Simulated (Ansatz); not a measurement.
**BH₆OPSi (SMILES BO[SiH2]P): density, localisation and related maps**

Input file:

```
crystal:
  periodic: [false, false, false]
  atoms:
    - {symbol: B, position_ang: [-0.940282, 1.862667, -3.409476]}
    - {symbol: O, position_ang: [0.273256, 1.520113, -2.939078]}
    - {symbol: P, position_ang: [-0.835207, 1.229205, 0.105391]}
    - {symbol: Si, position_ang: [0.867620, 1.274783, -1.380920]}
    - {symbol: H, position_ang: [-1.865682, 2.052272, -2.641583]}
    - {symbol: H, position_ang: [-1.076650, 1.978173, -4.606685]}
    - {symbol: H, position_ang: [1.541449, -0.053230, -1.362608]}
    - {symbol: H, position_ang: [1.868570, 2.349520, -1.129162]}
    - {symbol: H, position_ang: [-0.910316, 2.651833, 0.212450]}
    - {symbol: H, position_ang: [0.094860, 1.108106, 1.186898]}
basis:
  gaussian:
    orbitals: def2-TZVPD
hamiltonian:
  xc: {name: PBE0}
output: {forces: true, orbitals: {seedname: orbitals}}
```

Launched as:

```sh
ansatz run input.yaml --threads 2 --pin off --max-ram 4350MiB --events-out events.jsonl --progress --plain --runs-dir runs
```

Geometry: PBE0-D3(BJ)/def2-SVP.

Method: Ansatz 0.2.0, isolated molecule in a Gaussian basis; Kohn-Sham density functional theory, functional PBE0.

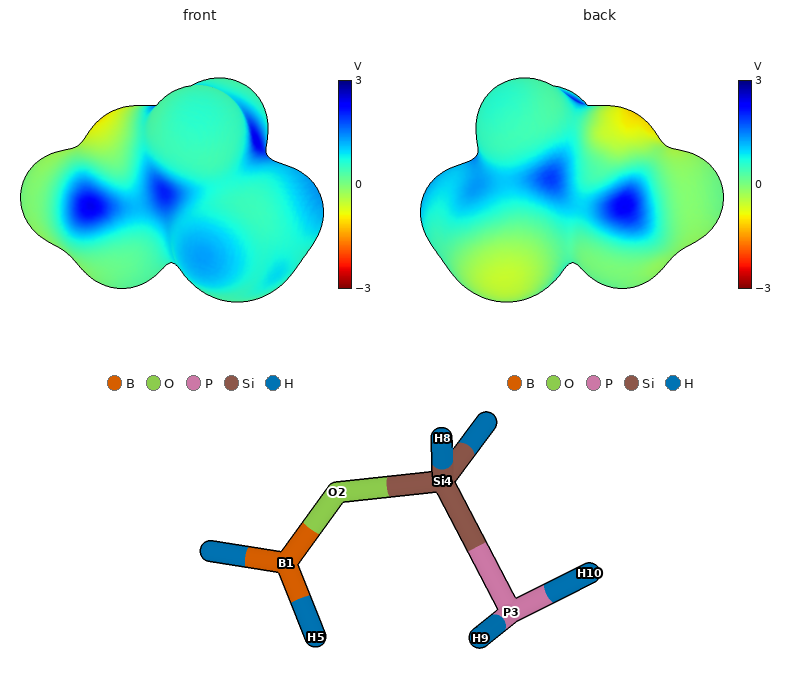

Figure 1. The molecular electrostatic potential painted on the density surface at 0.004 e/bohr³, seen from the front and from behind; red is negative and blue positive. The bare structure is drawn below in the same view.

Question: Where is the surface potential most negative and most positive?

Answer: The most negative region (about −1.0 V, or −23 kcal/mol for a unit charge) lies over O2, the most positive (about +2.3 V, or +53 kcal/mol for a unit charge) over B1 and Si4.

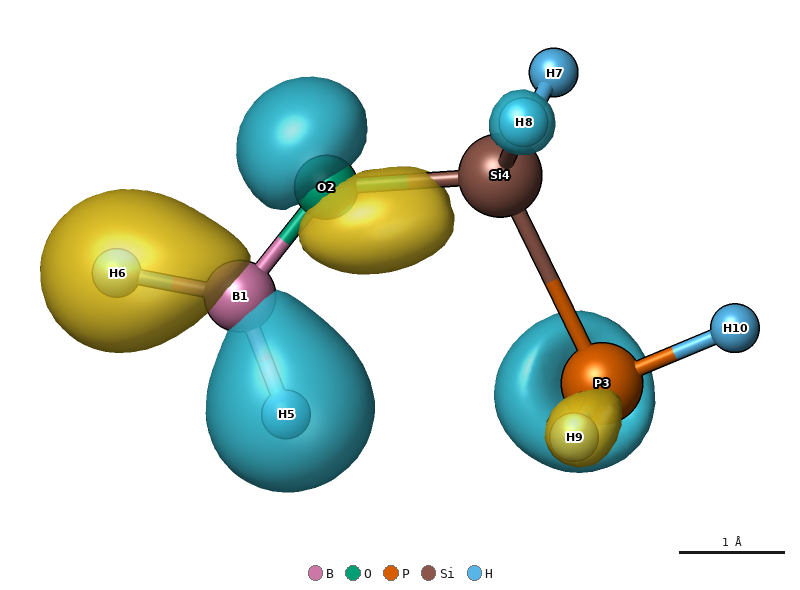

Figure 2. The HOMO−1 at ±0.15 Å⁻³ᐟ² (yellow and cyan are the two phases), seen across its widest extent.

Question: What is the character of this orbital?

Answer: It lies mainly on O2 (about 20 %), B1 (about 20 %), H5 (about 15 %), H6 (about 15 %) and P3 (about 15 %). Its energy is −8.55 eV.

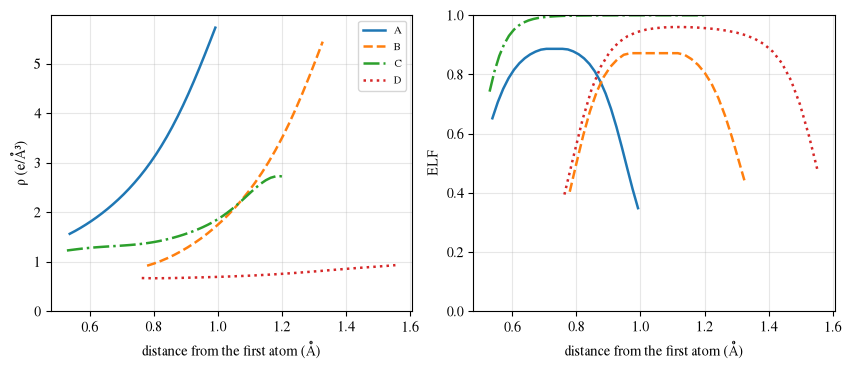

Figure 3. Total electron density and ELF along straight lines between neighbouring atoms. The curves leave out the atomic cores.

Question: Which curve belongs to which contact (B–H, B–O, Si–O and Si–P)? The first atom named is at distance zero.

Answer: Curve A: B–O (1.35 Å): the density is about 2.2 e/Å³ at the midpoint; the ELF peaks at about 0.90 between the atoms; a polar covalent bond. Curve B: Si–O (1.69 Å): ρ is about 1.1 e/Å³ halfway; the ELF peaks at about 0.85 between the atoms; a polar covalent bond. Curve C: B–H (1.21 Å): ρ is about 1.3 e/Å³ halfway; the ELF climbs to about 1 towards the hydrogen, as it does in any bond to H (a covalent bond by its length). Curve D: Si–P (2.26 Å): the density is about 0.73 e/Å³ at the midpoint; the ELF peaks at about 0.95 between the atoms, as expected for a covalent bond.
